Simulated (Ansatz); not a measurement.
## Nb2NO2 monolayer: a soft mode frozen in

Wanted: the energy along a soft mode of Nb2NO2 monolayer and the structure at the end.

Calculated with Ansatz 0.2.0; DFT PBEsol, scalar-relativistic, plane waves, PAW; PAW set soft_1.

**1. Set-up**

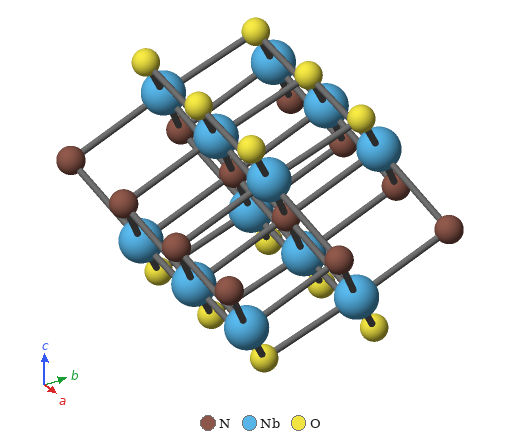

Start, viewed slightly off an axis; nitrogen brown, niobium blue, oxygen yellow. 3×2×1 cells are drawn. Some periodic images of atoms are drawn too.

The cell holds 5 atoms: 1 N, 2 Nb and 2 O. Its edges and angles: a = 3.100 Å, b = 3.100 Å, c = 32.600 Å, α = 90.0°, β = 90.0°, γ = 120.0°. Vacuum lies along c.

Coordinates:

```cif
data_structure
_symmetry_space_group_name_H-M 'P 1'
_symmetry_Int_Tables_number 1
_cell_length_a 3.0997
_cell_length_b 3.0997
_cell_length_c 32.6000
_cell_angle_alpha 90.000
_cell_angle_beta 90.000
_cell_angle_gamma 120.000
_cell_volume 271.26
loop_
_atom_site_label
_atom_site_type_symbol
_atom_site_fract_x
_atom_site_fract_y
_atom_site_fract_z
_atom_site_occupancy
N1 N 0.00000 0.00000 0.30675 1
Nb2 Nb 0.33333 0.66667 0.34337 1
Nb3 Nb 0.66667 0.33333 0.27012 1
O4 O 0.66667 0.33333 0.37616 1
O5 O 0.33333 0.66667 0.23734 1
```

**2. The dispersion**

The cell comes from relaxations at this level that are not shown. Stability and thermal properties need the whole zone. Linear response on a 4×4×1 q mesh gives force constants as far as a supercell of that size would.

Contents of input.yaml:

```yaml
crystal:
  lattice:
    - [3.0996796169, 0.0, 0.0]
    - [-1.5498398084, 2.6844012919, 0.0]
    - [0.0, 0.0, 32.6]
  atoms:
    - { symbol: "N", position: [0.0, 0.0, 0.3067484663] }
    - { symbol: Nb, position: [0.3333333333, 0.6666666667, 0.3433740432] }
    - { symbol: Nb, position: [0.6666666667, 0.3333333333, 0.2701228893] }
    - { symbol: O, position: [0.6666666667, 0.3333333333, 0.3761576439] }
    - { symbol: O, position: [0.3333333333, 0.6666666667, 0.2373392886] }
  periodic: [true, true, false]
kpoints:
  mp_grid: { grid: [20, 20, 1] }
hamiltonian:
  xc: pbesol
  pseudopotentials: { kind: paw, azcp: { folder: soft_1 }, xc_functional: pbe }
scf:
  occupations: { method: methfessel_paxton, width: 0.2 }
output:
  eigenvalues: true
phonons:
  method: dfpt
  qmesh: [4, 4, 1]
  temperatures: { t_max: 1000, t_step: 50 }
  qpath:
    path:
      - [0.0, 0.0, 0.0]
      - [0.5, 0.0, 0.0]
      - [0.33333333, 0.33333333, 0.0]
      - [0.0, 0.0, 0.0]
    npoints: 10
```

The run is started by

```console
$ ansatz run input.yaml --threads 4 --pin off --max-ram 16384MiB --backend cpu --events-out ev --progress --plain --runs-dir out
```

Numbers of over 12 decimals in the logs are rounded to 6 here.

Log:

```text
Warning: crystal.symmetry: narrowed to the stabiliser of the run's FFT grids — unitary ops 12 → 6. A phonons.method: dfpt run fills in the rows of the dynamical matrix that it does not solve by its symmetry operations, which is exact only for operations that map its FFT grids onto themselves: filled in by any other, the frequencies could depend on the order in which like atoms are typed, or, by more than the grids' own error, on where the crystal sits among the grids' points. Excluded: 6 operations. The run can therefore solve more perturbations, solve them on more k-points, or both, and cost more. [rest of the remark cut]
Engine: ansatz 0.2.0, aarch64-unknown-linux-gnu
Pseudopotentials: kind: paw
Pseudopotential: N, paw, valence charge 5, recommended cutoff 420 eV (normal), soft_1/N.paw.azcp
Pseudopotential: Nb, paw, valence charge 13, recommended cutoff 420 eV (normal), soft_1/Nb.paw.azcp
Pseudopotential: O, paw, valence charge 6, recommended cutoff 420 eV (normal), soft_1/O.paw.azcp
Functional definition: PBEsol
  exchange = pbesol_x
  correlation = pbesol_c
Crystal: 5 atoms, lattice volume = 271.258 Å³
Basis set: ecut = 420 eV, 5257 PW (Γ), exchange–correlation on 48×48×450 points (8 copies of the dense FFT grid, shifted against one another)
Bands: 27, of which v1, the nominal top of the filled ones, is band 22 counted from 1 (21 counted from 0)
Symmetry: 12 space group operations
k-points: 44 of 400 (irreducible under 6 space group operations, time reversal used)
Non-local potential: N, projectors of the file, l = 0: 2, l = 1: 2, l = 2: 1
Non-local potential: Nb, projectors of the file, l = 0: 3, l = 1: 2, l = 2: 2, l = 3: 1
Non-local potential: O, projectors of the file, l = 0: 2, l = 1: 2, l = 2: 1
PAW form: soft (Blöchl's): semilocal exchange-correlation on the pseudo side does not see the compensation charge
PAW frozen core: N, regenerated for the run's functional, and the local potential with it (the file was generated under x = pbe(κ = 0.804, μ = 0.219515), c = pbe(β = 0.066725))
PAW frozen core: Nb, regenerated for the run's functional, and the local potential with it (the file was generated under x = pbe(κ = 0.804, μ = 0.219515), c = pbe(β = 0.066725))
PAW frozen core: O, regenerated for the run's functional, and the local potential with it (the file was generated under x = pbe(κ = 0.804, μ = 0.219515), c = pbe(β = 0.066725))
PAW one-centre angular grid: N, 110 points (default); XC on 64 Gauss nodes
PAW one-centre angular grid: Nb, 590 points (default); XC on 64 Gauss nodes
PAW one-centre angular grid: O, 110 points (default); XC on 64 Gauss nodes
Initial density: superposition of atomic densities (neutral atoms: chi_scale 0, normalization atom)
Initial wavefunctions: pseudopotential atomic-orbital guess
Functional: x = pbesol(κ = 0.804, μ = 0.123457), c = pbesol(β = 0.046)
SCF iter   1: F=—  HF=-10503.948591 eV  |F-HF|=—  |Δ(HF+E_count)|=         —  Δρ=9.55e-2  dr2=2.99e1  ethr=3.10e-3  ⟨swp⟩=11.8  Hψ=8950  notcnv=0
preconditioner: auto → LDOS  [metal: Δε(μ)=0.021 eV  Ē_g=12.484 eV  σ=0.200 eV  W_gap=0.09  n_scr=20 (ndim 8)  ℏωp=11.7 eV  f_vac=0.761  D(μ)=1.36/eV (n_scr^D=8)  β→1.0]
SCF iter   2: F=—  HF=-10503.961083 eV  |F-HF|=—  |Δ(HF+E_count)|=   1.25e-2  S|Δr|=    0.00e0  Δρ=1.36e-1  dr2=5.08e1  ethr=3.10e-3  ⟨swp⟩=6.6  Hψ=5006  notcnv=0  defer=29
SCF iter   3: F=—  HF=-10495.846348 eV  |F-HF|=—  |Δ(HF+E_count)|=    8.11e0  S|Δr|=    0.00e0  Δρ=1.97e-2  dr2=4.87e-1  ethr=3.10e-3  ⟨swp⟩=5.2  Hψ=4274  notcnv=0
SCF iter   4: F=—  HF=-10495.742042 eV  |F-HF|=—  |Δ(HF+E_count)|=   1.04e-1  S|Δr|=    0.00e0  Δρ=4.16e-3  dr2=6.54e-2  ethr=1.13e-3  ⟨swp⟩=3.1  Hψ=3042  notcnv=0  defer=25
SCF iter   5: F=—  HF=-10495.734480 eV  |F-HF|=—  |Δ(HF+E_count)|=   7.56e-3  S|Δr|=    0.00e0  Δρ=2.39e-3  dr2=2.39e-2  ethr=1.52e-4  ⟨swp⟩=3.5  Hψ=2662  notcnv=0  defer=25
SCF iter   6: F=—  HF=-10495.730450 eV  |F-HF|=—  |Δ(HF+E_count)|=   4.03e-3  S|Δr|=    0.00e0  Δρ=5.99e-4  dr2=2.29e-3  ethr=5.56e-5  ⟨swp⟩=3.2  Hψ=2211  notcnv=0  defer=25
SCF iter   7: F=—  HF=-10495.730104 eV  |F-HF|=—  |Δ(HF+E_count)|=   3.46e-4  S|Δr|=    0.00e0  Δρ=1.86e-4  dr2=1.74e-4  ethr=5.33e-6  ⟨swp⟩=3.3  Hψ=2446  notcnv=0  defer=25
SCF iter   8: F=—  HF=-10495.730093 eV  |F-HF|=—  |Δ(HF+E_count)|=   1.12e-5  S|Δr|=    0.00e0  Δρ=1.40e-4  dr2=9.67e-5  ethr=4.04e-7  ⟨swp⟩=3.9  Hψ=2691  notcnv=0  defer=25
SCF iter   9: F=—  HF=-10495.730071 eV  |F-HF|=—  |Δ(HF+E_count)|=   2.19e-5  S|Δr|=    0.00e0  Δρ=3.59e-5  dr2=5.86e-6  ethr=2.25e-7  ⟨swp⟩=3.2  Hψ=2167  notcnv=0  defer=25
SCF iter  10: F=—  HF=-10495.730074 eV  |F-HF|=—  |Δ(HF+E_count)|=   2.30e-6  S|Δr|=    0.00e0  Δρ=9.12e-6  dr2=1.73e-7  ethr=1.36e-8  ⟨swp⟩=3.3  Hψ=2714  notcnv=0  defer=25
SCF iter  11: F=—  HF=-10495.730071 eV  |F-HF|=—  |Δ(HF+E_count)|=   2.45e-6  S|Δr|=    0.00e0  Δρ=1.77e-6  dr2=4.41e-9  ethr=4.02e-10  ⟨swp⟩=4.4  Hψ=3344  notcnv=0  defer=25
SCF iter  12: F=—  HF=-10495.730071 eV  |F-HF|=—  |Δ(HF+E_count)|=   7.41e-9  S|Δr|=    0.00e0  Δρ=4.85e-7  dr2=5.77e-10  ethr=1.03e-11  ⟨swp⟩=3.5  Hψ=2936  notcnv=0  defer=25
SCF iter  13: F=—  HF=-10495.730071 eV  |F-HF|=—  |Δ(HF+E_count)|=  8.19e-10  S|Δr|=    0.00e0  Δρ=5.99e-8  dr2=1.32e-11  ethr=1.34e-12  ⟨swp⟩=3.7  Hψ=2933  notcnv=0  defer=25
SCF iter  14: F=-10495.730071 eV  HF=-10495.730071 eV  |F-HF|=9.82e-11  |Δ(HF+E_count)|=  1.67e-10  S|Δr|=    0.00e0  Δρ=1.69e-8  dr2=4.57e-13  ethr=1.00e-12  ⟨swp⟩=18.9  Hψ=10789  notcnv=0
SCF 1 converged in 14 iterations: F = -10495.730071 eV  dr2 = 4.57e-13
  greatest PAW one-centre occupation: 0.998 electrons in one spin orbital (limit 2), on the Nb atom at site 2 (counted from 0), in its partial waves of l = 0
phonons: the bands overlap, so this run is a metal and interpolates without the dipole-dipole term. If the crystal is really an insulator or semiconductor, its LO-TO splitting is missing
NSCF: frozen V_eff on 44 k-points
WARN: eigensolver did not converge (k=1): 1 band(s) unlocked after 2 eigensolves, warm-restarted (20 sweeps on the last) at ethr=1.38e-12 eV (storage-precision floor; scheduled 1.00e-12 eV) (lowest unlocked band 26, counted from 0; max residual 6.32e-6 eV among the unlocked bands, 6.32e-6 eV over every band; other slots of this pass that fall short are told together in one closing line; warning suppressed until the next SCF loop or pass starts)
WARN: eigensolver did not converge in 6 slots of this pass, the one above among them; of largest residual over every band (k=4): 1 band(s) unlocked (lowest unlocked band 26, counted from 0; max residual 1.58e-4 eV among the unlocked bands, 1.58e-4 eV over every band); of lowest unlocked band (k=1): band 26
NSCF: frozen V_eff on 111 k-points
DFPT response loops at q = (0, 0, 0) (fractional): preconditioner auto → none (partly filled bands, converged f_vac=0.775); β = 0.50; Broyden in place of MSR1
NSCF: frozen V_eff on 420 k-points
DFPT response loops at q = (0, 0.25, 0) (fractional): mixed as the last ones told, above
NSCF: frozen V_eff on 222 k-points
DFPT response loops at q = (0, -0.5, 0) (fractional): mixed as the last ones told, above
NSCF: frozen V_eff on 800 k-points
DFPT response loops at q = (0.25, 0.25, 0) (fractional): mixed as the last ones told, above
SCF converged after 14 iterations
Stability not checked: this state was not tested for a lower state beside it, because cold or Methfessel-Paxton smearing, or corrected tetrahedra, fill the levels in a way that the test cannot read (fill_not_monotonic; see scf.lower_state_search)
Free energy (F): -10495.730071 eV
Harris-Foulkes:  -10495.730071 eV  (|F-HF|=9.82e-11)
Internal energy: -10495.731445 eV  (E = F + TS)
E sigma→0 (E₀):  -10495.730415 eV
Entropy (-TS):   0.001374 eV (0.275 meV/atom)
Fermi energy:    -5.687486 eV
--- Per-component energies (eV) ---
  E_band       = -1072.257225
  E_kinetic    = 1214.595892
  E_local      = -129239.254062  (includes V_loc(G=0)·N_el)
  E_nonlocal   = 328.032996
  E_hartree    = 63812.392596
  E_xc         = -531.700528
  E_vxc        = -659.385688  (∫ρ·V_xc dr)
  E_paw        = -6487.435798  (= ΣΔE_a)
  E_vpaw       = -341.033978  (= ΣTr[D̂ρ^β])
  E_aug_tail   = 0.002479  (compensation charges beyond the density's cutoff)
  E_ewald      = 60407.158887
  E_core_change = 0.476094  (= ΣΔE_core)
  E_smearing   = 0.001374  (= −TS)
  E_closure    = -0.000000  (closes the sum)
  Σ components = -10495.730071   (vs F -10495.730071, Δ=0.00e0)
--- Band table (eV; the first three rows and the last of 44) ---
  k-point 0: bands = [... 18 lower, -9.0872, -9.0872, -6.9425, -6.9425, -5.8653, -4.6471, -4.6471, -3.6101, ... 1 higher]
  k-point 1: bands = [... 18 lower, -9.2172, -9.1895, -6.8851, -6.8176, -5.9142, -4.6248, -4.5722, -3.6052, ... 1 higher]
  k-point 2: bands = [... 18 lower, -9.4234, -9.0654, -6.8645, -6.5190, -5.9166, -4.5432, -4.4159, -3.5933, ... 1 higher]
  k-point 43: bands = [... 18 lower, -10.1706, -9.9485, -5.9019, -5.4445, -5.4298, -3.5553, -3.4531, -3.3838, ... 1 higher]
--- Phonons (Γ-DFPT): 10 representative perturbations + reference (Σ response iterations 50) ---
  ASR residual: 2.992e-5 → 0.000e0 eV/Å²; symmetrization residual: 7.954e-6 eV/Å²
  The last average, over the group as it would stand without the narrowing to the FFT grids, took up to 4.107e-6 eV/Å² of the zone centre's force constants
  ASR residual per site (eV/Å²): 8.66e-6 2.99e-5 2.84e-5 4.06e-6 1.23e-5
  Γ frequencies (cm⁻¹): 0.00 0.00 0.00 150.06 150.06 255.27 363.85 363.85 383.16 383.16 551.41 568.34 605.76 619.15 619.15
--- Phonons (arbitrary-q DFPT): 4 irreducible q on the 4×4×1 mesh ---
  q = [0.0000, 0.0000, 0.0000] (star 1, of the zone-centre solve; hermiticity 5.21e-7, symmetrization 4.19e-11, taken by the last average 1.35e-7): -0.00 -0.00 0.00 150.06 150.06 255.27 363.85 363.85 383.16 383.16 551.41 568.34 605.76 619.15 619.15
  q = [0.0000, 0.2500, 0.0000] (star 6, 15 solved perturbations on 210 of 400 k-point pairs; hermiticity 2.93e-7, symmetrization 2.51e-10, taken by the last average 2.15e-7): 95.76 100.93 139.12 144.36 184.34 218.02 351.60 369.02 388.96 409.97 520.66 530.22 583.70 599.99 618.31
  q = [0.0000, -0.5000, 0.0000] (star 3, 15 solved perturbations on 111 of 400 k-point pairs; hermiticity 6.44e-7, symmetrization 2.53e-10, taken by the last average 2.51e-7): -163.50 -99.51 -44.86 -34.07 152.68 157.89 372.45 383.81 407.43 409.37 493.86 499.83 578.90 590.39 599.84
  q = [0.2500, 0.2500, 0.0000] (star 6, 10 solved perturbations in 3050 linear systems a pass and spin channel, the states on 400 of 400 k-point pairs; hermiticity 6.34e-7, symmetrization 1.10e-10, taken by the last average 2.39e-7): -211.36 -95.87 103.84 124.26 156.34 194.32 358.25 397.25 402.44 408.37 494.92 499.15 569.34 595.83 608.94
  sum rule: each row above includes the acoustic sum rule's correction from the zone centre's row sums; it moved no ω² by more than (0.46 cm⁻¹)²
  mesh force constants: q→R imaginary residual 6.53e-18; ASR residual 2.992e-5 → 0.000e0 eV/Å²; symmetrization residual 1.421e-14 eV/Å²
  interpolated dispersion: 31 rows × 15 modes
  density of states and harmonic sums: on the 24×24×1 q-mesh, interpolated from the force constants of a 4×4×1 supercell (no non-analytic term)
  largest difference from the sums on the solved wave vectors: F 8.70e-2 eV, S 1.08e-4 and C_V 3.01e-5 eV/K
  zero-point energy: 0.308730 eV/cell   skipped modes (ω ≤ 0): 91, of them read as no rigid motion or as one in doubt: 88 (1.434e0 modes/cell left out, lowest -211.36 cm⁻¹)   left out of the sums: 9.59e-2 of the cell's modes: C_V's classical limit lies that fraction below 3 k_B per atom; for a crystal, a wire or a layer, F and S can be off by more, and a phonons.interpolated_qmesh denser along its periods is the remedy for the sampling
```

It took 41 min on 4 threads of Arm Neoverse V1, shared host; peak memory 5.6 GiB; 2.7 h of CPU time.

Reading the cycles: dr2 is the Hartree energy of the density residual (eV), the measure of convergence; HF is the Harris–Foulkes estimate of the energy, which meets the free energy F at convergence.

Numbers from this step:

| Item | Value |
| --- | --- |
| gap on the k-mesh | 0 eV |
| sum-rule residual before enforcement | 2.99e-5 eV/Å² |
| lowest frequency on the path | -211.8 cm⁻¹ |
| point group | -3m |
| highest frequency on the path or at a solved wavevector | 625.7 cm⁻¹ |
| area per atom | 1.664 Å² |
| highest optical mode at the zone centre (no LO-TO term) | 619.1 cm⁻¹ |
| lowest optical zone-centre mode | 150.1 cm⁻¹ |
| lowest mode on the q mesh (acoustic modes at Γ apart) | -211.4 cm⁻¹ |

Frequencies (cm⁻¹) solved at each irreducible wavevector; negative means imaginary. Frequencies by wavevector, by row:

```
q in reciprocal lattice units  star  mode 1  mode 2  mode 3  mode 4  mode 13  mode 14  mode 15
                        0 0 0     1       0       0       0   150.1    605.8    619.1    619.1
                     0 0.25 0     6    95.8   100.9   139.1   144.4    583.7      600    618.3
                     0 -0.5 0     3  -163.5   -99.5   -44.9   -34.1    578.9    590.4    599.8
                  0.25 0.25 0     6  -211.4   -95.9   103.8   124.3    569.3    595.8    608.9
```

Interpolated from a 4×4×1 q mesh. Phonon branches along the path, in cm⁻¹:

```csv
point,branch 1,branch 2,branch 3,branch 4,branch 12,branch 13,branch 14,branch 15
Γ,0,0,0,150,568,606,619,619
M,-164,-100,-45,-34,500,579,590,600
K,-76,-76,39,101,488,578,578,601
Γ,0,0,0,150,568,606,619,619
```

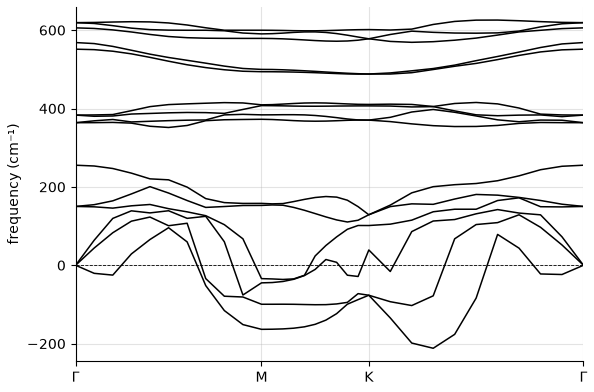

Phonon branches along the path.

Symmetry leaves 4 wavevectors to solve. The lowest mode among them, the acoustic zeros apart, lies at q = (0.25, 0.25, 0) and is imaginary, 211.4i cm⁻¹, so the energy falls along it.

**3. The mode frozen in, largest atomic shift 0 Å**

The mode followed lies at q = (0, -0.5, 0) with frequency 99.5i cm⁻¹, one of the unstable modes though not the softest. At small amplitude the distorted cell has space group no. 11 by a symmetry search on the positions. The undistorted cell that holds it gives the zero of energy on the same k mesh.

System of this step: Nb2NO2 monolayer. The cell holds 10 atoms: 2 N, 4 Nb and 4 O. Its edges and angles: a = 3.100 Å, b = 5.369 Å, c = 32.600 Å, α = 90.0°, β = 90.0°, γ = 90.0°. It derives from Nb2NO2. Vacuum lies along c.

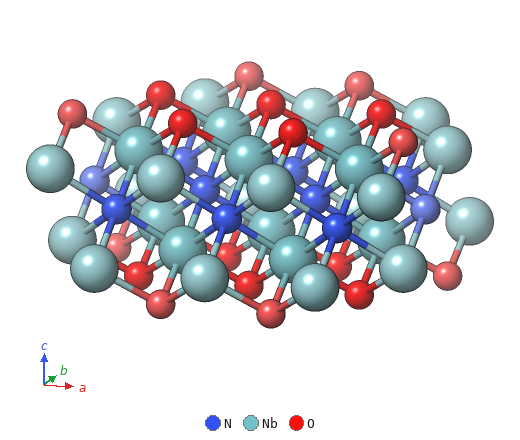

The cell of this step (nitrogen blue, niobium teal, oxygen red). 2×1×1 cells are drawn. Some periodic images of atoms are drawn too.

Contents of input.yaml:

```yaml
crystal:
  lattice:
    - [3.0996796169, 0.0, 0.0]
    - [1.0e-10, 5.3688025837, 0.0]
    - [0.0, 0.0, 32.6]
  atoms:
    - { symbol: "N", position: [0.5, 0.5, 0.3067484663] }
    - { symbol: "N", position: [0.0, 0.0, 0.3067484663] }
    - { symbol: Nb, position: [0.0, 0.3333333333, 0.3433740432] }
    - { symbol: Nb, position: [0.5, 0.8333333333, 0.3433740432] }
    - { symbol: Nb, position: [0.5, 0.1666666667, 0.2701228893] }
    - { symbol: Nb, position: [1.0, 0.6666666667, 0.2701228893] }
    - { symbol: O, position: [0.5, 0.1666666667, 0.3761576439] }
    - { symbol: O, position: [1.0, 0.6666666667, 0.3761576439] }
    - { symbol: O, position: [0.0, 0.3333333333, 0.2373392886] }
    - { symbol: O, position: [0.5, 0.8333333333, 0.2373392886] }
  periodic: [true, true, false]
kpoints:
  mp_grid: { grid: [12, 8, 1] }
hamiltonian:
  xc: pbesol
  pseudopotentials: { kind: paw, azcp: { folder: soft_1 }, xc_functional: pbe }
scf:
  occupations: { method: methfessel_paxton, width: 0.2 }
output:
  forces: true
  stress: true
  eigenvalues: true
```

Log:

```text
[...]
Crystal: 10 atoms, lattice volume = 542.515 Å³
Basis set: ecut = 420 eV, 10599 PW (Γ), exchange–correlation on 48×72×450 points (8 copies of the dense FFT grid, shifted against one another)
Bands: 53, of which v1, the nominal top of the filled ones, is band 43 counted from 1 (42 counted from 0)
Symmetry: 8 space group operations
[...]
k-points: 35 of 96
[...]
k-point 0: bands = [... 39 lower, -9.0879, -7.6217, -6.9453, -6.9445, -5.8675, -4.7255, -4.6500, -4.6492, ... 6 higher]
  k-point 1: bands = [... 39 lower, -9.1849, -7.6098, -6.8696, -6.7559, -5.9310, -4.6808, -4.6133, -4.5392, ... 6 higher]
  k-point 2: bands = [... 39 lower, -9.0105, -7.5596, -6.9206, -6.3459, -5.8467, -4.6224, -4.5587, -4.4727, ... 6 higher]
  k-point 34: bands = [... 39 lower, -9.4210, -7.6209, -7.6209, -4.7248, -4.7248, -4.1217, -4.1217, -3.9028, ... 6 higher]
[key lines of the parts left out:]
SCF converged after 10 iterations
Free energy (F): -20991.455737 eV
Fermi energy:    -5.666244 eV
P = ½ c Tr σ = -0.0104 N/m
```

It took 30 s on 4 threads; peak memory 1.4 GiB.

This step gave:

```
energy from the undistorted cell : 0 meV/atom
```

**4. The mode frozen in, largest atomic shift 0.08 Å**

The atoms are moved along the unstable eigenvector, the largest shift by 0.08 Å, with the cell fixed.

input.yaml, the sections that differ from step 3:

```yaml
crystal:
  lattice:
    - [3.0996796169, 0.0, 0.0]
    - [1.0e-10, 5.3688025837, 0.0]
    - [0.0, 0.0, 32.6]
  atoms:
    - { symbol: "N", position: [0.5, 0.5147917462, 0.3070449544] }
    - { symbol: "N", position: [0.0, -0.0147917462, 0.3064519781] }
    - { symbol: Nb, position: [0.0, 0.3263354519, 0.3415836296] }
    - { symbol: Nb, position: [0.5, 0.8403312147, 0.3451644568] }
    - { symbol: Nb, position: [0.5, 0.1736645481, 0.2719133029] }
    - { symbol: Nb, position: [1.0, 0.6596687853, 0.2683324758] }
    - { symbol: O, position: [0.5, 0.1640807776, 0.3767597222] }
    - { symbol: O, position: [1.0, 0.6692525558, 0.3755555656] }
    - { symbol: O, position: [0.0, 0.3359192224, 0.2367372103] }
    - { symbol: O, position: [0.5, 0.8307474442, 0.2379413669] }
  periodic: [true, true, false]
# kpoints, hamiltonian, scf, output: as in step 3
```

Log:

```text
[...]
Crystal: 10 atoms, lattice volume = 542.515 Å³
Basis set: ecut = 420 eV, 10599 PW (Γ), exchange–correlation on 48×72×450 points (8 copies of the dense FFT grid, shifted against one another)
Bands: 53, of which v1, the nominal top of the filled ones, is band 43 counted from 1 (42 counted from 0)
Symmetry: 4 space group operations
[...]
k-points: 35 of 96
[...]
k-point 0: bands = [... 39 lower, -9.0300, -7.5754, -6.8530, -6.8292, -5.7750, -4.6257, -4.6050, -4.5959, ... 6 higher]
  k-point 1: bands = [... 39 lower, -9.1536, -7.5652, -6.7747, -6.6559, -5.8437, -4.6110, -4.6011, -4.4518, ... 6 higher]
  k-point 2: bands = [... 39 lower, -8.9715, -7.5242, -6.7924, -6.2681, -5.7988, -4.5288, -4.5137, -4.4850, ... 6 higher]
  k-point 34: bands = [... 39 lower, -9.3872, -7.5700, -7.5700, -4.7298, -4.7298, -4.0518, -4.0518, -3.8651, ... 6 higher]
[key lines of the parts left out:]
SCF converged after 10 iterations
Free energy (F): -20991.484187 eV
Fermi energy:    -5.577424 eV
P = ½ c Tr σ = 0.2246 N/m
```

Elapsed: 31 s, on 4 threads; peak memory 1.4 GiB.

This step gave:

| Property | Result |
| --- | --- |
| energy from the undistorted cell | -2.824 meV/atom |

The energy, extrapolated to zero smearing, is -2.82 meV/atom against the undistorted cell.

(Part 1 of 3 ends here.)

[Logs are printed without paths, hosts, clocks, repeated set-up lines and the standing remarks that a program may print on its own settings, such as how far it seeks lower states.]

[Hosts, paths, dates, database ids (printed as entryN), source tags and the programs' standing remarks are cut or masked in the printed files.]
